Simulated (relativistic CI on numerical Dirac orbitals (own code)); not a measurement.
```
atom Re  Z=75  charge=7  electrons=68
nucleus A=187  rms_radius_fm=5.3698
hamiltonian dirac-coulomb  breit=on  qed=on  c_scale=1
orbitals kli  potential=per-configuration
slater_scale 0.7
correlation none
mixing on
configurations
  [Xe] 4f14
  [He] 2s2 2p5 3s2 3p6 3d10 4s2 4p6 4d10 4f14 5s2 5p6 5d
end
absorption L2,3 T=300 lorentz=7.5 gauss=1
crystal_field free
```

Multiplet model: relativistic Dirac–Coulomb–Breit theory, one configuration a step, Slater integrals scaled by 0.7, 300 K, Voigt broadening (Lorentzian 7.5 eV, Gaussian 1 eV full widths), computed with a radial Dirac CI code.

The L₂,₃ X-ray absorption spectrum that results:

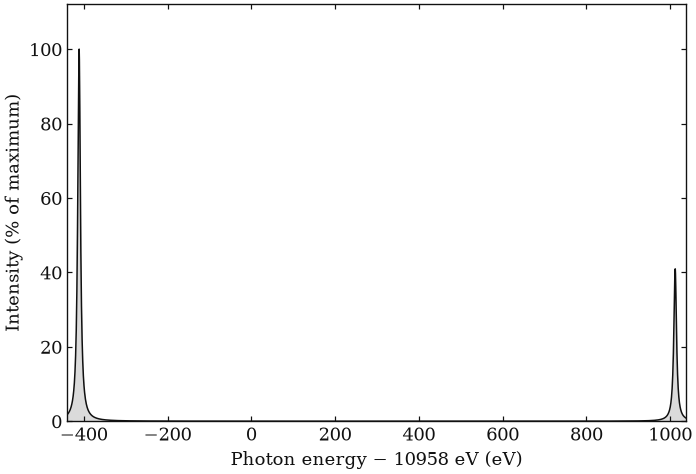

The main maxima lie at 10546.8 eV (100) and 11969.8 eV (41), heights in % of the largest; the centroid is at 10957.9 eV. The lower edge holds 0.71 of the intensity (branching ratio, edges parted at 11258 eV), and the core spin-orbit splitting of the orbitals is 1450 eV. The ground state has S = 0.00.

Caveat: free-ion energies, so absolute edge positions are off by a few eV from solids.
